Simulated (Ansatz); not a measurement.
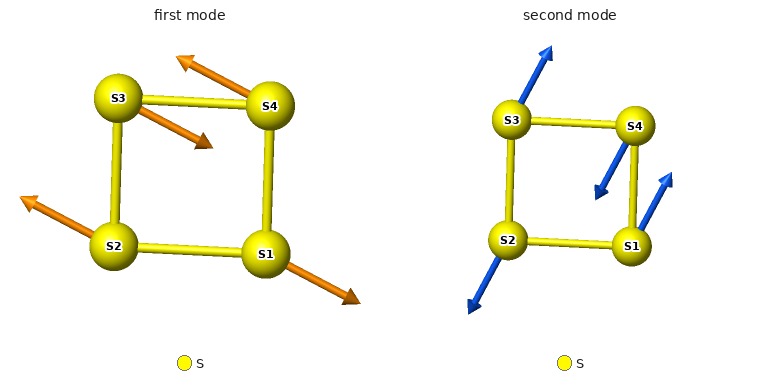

The system is [S4]2+, charge +2; the picture shows the reference structure; its two panels give the patterns of the first and the second mode as arrows. First axis: normal mode 3 (522 cm⁻¹). Second axis: normal mode 4 (522 cm⁻¹). Nothing is relaxed (straight displacements along the two mass-weighted modes). Grid: 9 × 9 points; 21 points were computed and 60 follow by symmetry. Energies: kcal/mol, counted from the relaxed molecule at the same level. The calculation used Ansatz 0.2.0, RKS wB97X-V/def2-SVP.

Its coordinates:

```xyz
4

S    -0.7218   -0.7854   -0.9563
S     1.2331   -0.3635   -0.6322
S     0.7218    0.7858    0.9560
S    -1.2331    0.3631    0.6325
```

Range: normal mode 3 (522 cm⁻¹) from −1.41 to 1.41 amu½·Å; normal mode 4 (522 cm⁻¹) from −1.41 to 1.41 amu½·Å.

Q: What landscape does the calculation give?

A: The lowest grid point is at normal mode 3 (522 cm⁻¹) = 0.00 amu½·Å, normal mode 4 (522 cm⁻¹) = 0.00 amu½·Å, 0.0 kcal/mol from the relaxed molecule at the same level. It is the only kind of minimum in the scanned range. The highest grid point, normal mode 3 (522 cm⁻¹) = −1.41 amu½·Å, normal mode 4 (522 cm⁻¹) = −1.41 amu½·Å, lies 53.7 kcal/mol above the lowest.

```
normal mode 4 (522 cm⁻¹) ↓, normal mode 3 (522 cm⁻¹) →  −1.41  −1.06  −0.71  −0.35  0.00  0.35  0.71  1.06  1.41
                                                  1.41   53.7   42.4   33.5   27.3  24.3  24.7  29.3  38.6  53.7
                                                  1.06   38.6   28.3   20.5   15.5  13.3  14.4  19.2  28.3  42.4
                                                  0.71   29.3   19.2   12.0    7.5   5.8   7.2  12.0  20.5  33.5
                                                  0.35   24.7   14.4    7.2    2.9   1.4   2.9   7.5  15.5  27.3
                                                  0.00   24.3   13.3    5.8    1.4   0.0   1.4   5.8  13.3  24.3
                                                 −0.35   27.3   15.5    7.5    2.9   1.4   2.9   7.2  14.4  24.7
                                                 −0.71   33.5   20.5   12.0    7.2   5.8   7.5  12.0  19.2  29.3
                                                 −1.06   42.4   28.3   19.2   14.4  13.3  15.5  20.5  28.3  38.6
                                                 −1.41   53.7   38.6   29.3   24.7  24.3  27.3  33.5  42.4  53.7
```

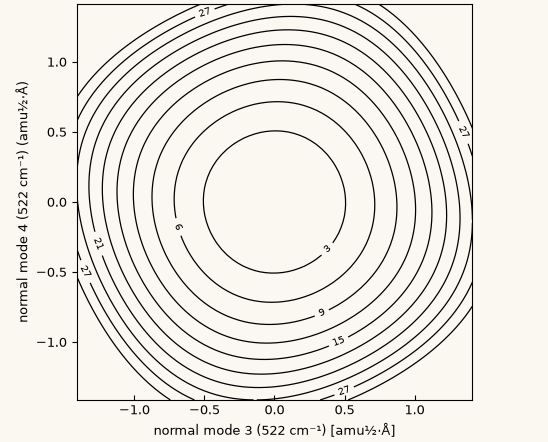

In the figure: contour lines labelled in kcal/mol (none above 30). Between grid points the surface is interpolated.

Each point was launched as `ansatz run input.yaml --threads 1 --pin off --max-ram 2560MiB --backend cpu --events-out ev --progress --plain --runs-dir out`. The whole map (21 points run) took 4.5 min on 1 thread of Arm Neoverse V2, with other jobs on the host.
